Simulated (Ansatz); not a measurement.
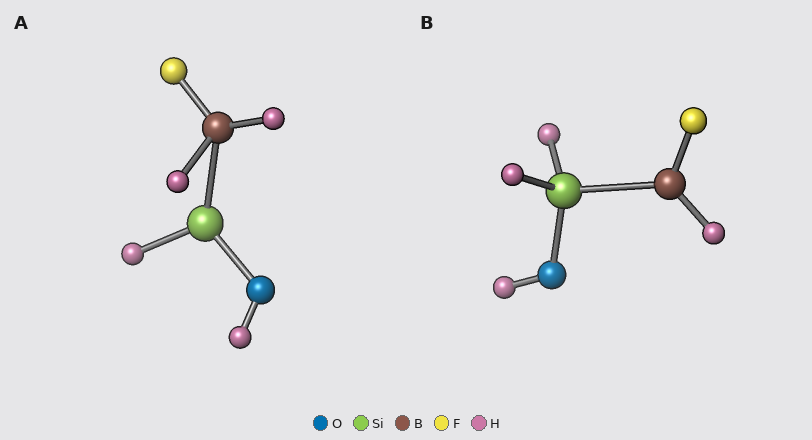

2 stationary structures of one formula. Geometries: PBE0-D4/def2-TZVP. Electronic energies: RHF-CCSD(T) (frozen core)/def2-TZVPP (Ansatz 0.2.0), without zero-point energy. No frequency run is at hand to confirm each as a minimum. Each is one conformer, not always the lowest.

Which is lowest in energy, and by how much?

Answer. B is lowest; A lies 72.6 kJ/mol above it (C1).
